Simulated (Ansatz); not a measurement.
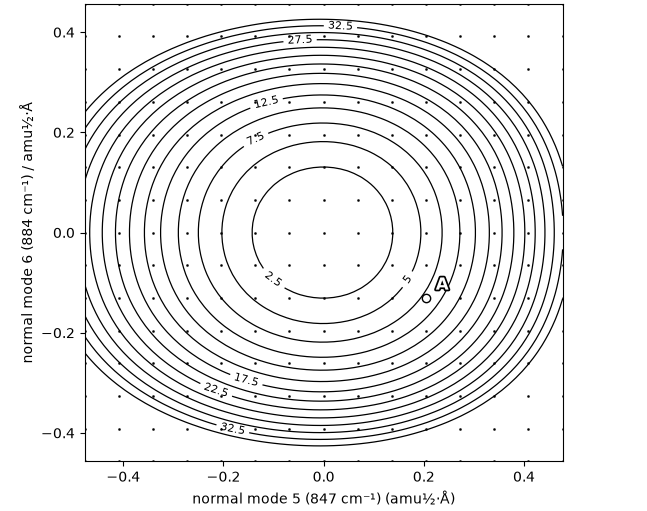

C₂H₂N₂O, SMILES N=C1N=CO1. The first coordinate is: normal mode 5 (847 cm⁻¹); the second: normal mode 6 (884 cm⁻¹). Nothing is relaxed (straight displacements along the two mass-weighted modes). The grid has 15 × 15 points; 120 points were computed and 105 follow by symmetry. Energies are in kJ/mol, from the lowest grid point. Level of theory: Ansatz, RKS PBE0-D4/def2-SVP.

Drawn: contour lines labelled in kJ/mol (none above 35), dots at the grid points, the point A. Between grid points the surface is interpolated.

### Which way does the force act at A, and how strong is it?

A, at normal mode 5 (847 cm⁻¹) = 0.204 amu½·Å, normal mode 6 (884 cm⁻¹) = −0.131 amu½·Å, is not a stationary point. The computed force is 56 kJ/mol for each amu½·Å towards smaller values of normal mode 5 (847 cm⁻¹) and 40 kJ/mol for each amu½·Å towards larger values of normal mode 6 (884 cm⁻¹).
